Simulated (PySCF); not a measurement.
The calculation's input:

```
{"job": {"kind": "nmr", "xc": "PBE0", "basis": "pcSseg-1"}, "charge": 0, "multiplicity": 1}
C     -2.172394    -1.928672    -1.006694
Si    -1.820429    -0.201163    -0.275925
P     -1.775882    -0.505455     1.970565
Si     0.121011     0.698740    -1.184623
C      1.547634    -0.563991    -1.268513
Si     2.017347    -1.393278     0.377174
O      0.603509     1.935749    -0.241884
Si     0.988123     2.890289     1.004089
H     -1.335932    -2.603964    -0.848805
H     -3.045283    -2.380288    -0.544470
H     -2.353066    -1.873534    -2.075576
H     -3.028855     0.611478    -0.555032
H     -2.540792     0.611873     2.263251
H     -0.596637     0.195072     2.167537
H     -0.029290     1.356082    -2.493923
H      2.433042    -0.066626    -1.665933
H      1.285139    -1.335390    -1.992822
H      0.877158    -2.169712     0.879556
H      2.407297    -0.385596     1.365506
H      3.152325    -2.295566     0.149666
H      1.403882     2.048290     2.126606
H      2.079179     3.738101     0.532510
H     -0.221838     3.644546     1.327819
```

Launched as:

```sh
OMP_NUM_THREADS=1 python probes_run.py task.json out
```

Geometry: GFN2-xTB.

The calculation used PySCF, PBE0/pcSseg-1, SCF density, gas phase, non-relativistic.

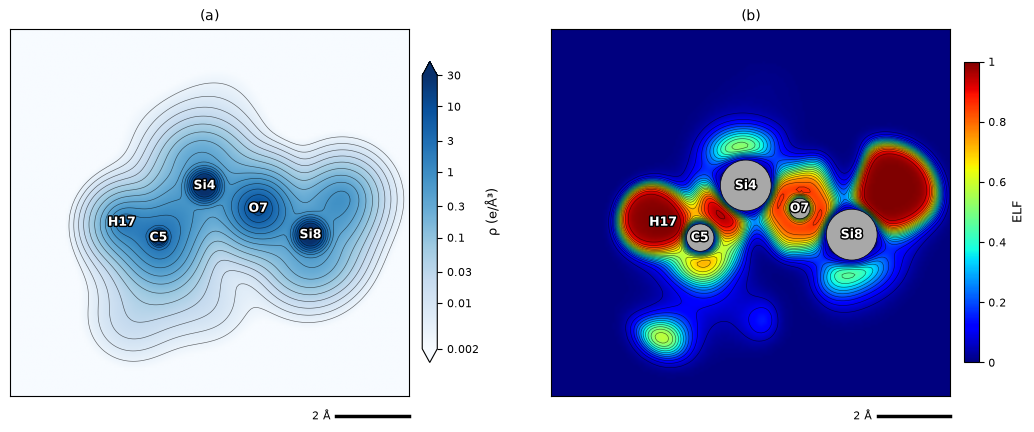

C2H15OPSi4. (a) total electron density; (b) ELF on the plane of atoms Si4, C5 and H17. Grey discs cover the atomic cores in the ELF map.

What does the map show?

- Atoms in the plane: Si, C, O and H.
- Si–O (1.62 Å): ρ is about 1.1 e/Å³ halfway; the ELF peaks at about 0.85 between the atoms (a short, strongly polar bond).
- C–Si (1.91 Å): ρ at the midpoint is about 0.9 e/Å³; the ELF peaks at about 0.95 between the atoms, as expected for a shared electron pair.
- C–H (1.09 Å): the density is about 1.9 e/Å³ at the midpoint; the ELF climbs to about 1 towards the hydrogen, as it does in any bond to H (an ordinary covalent bond to hydrogen).
- The ELF also peaks beside O7, away from the bonds: lone-pair regions.
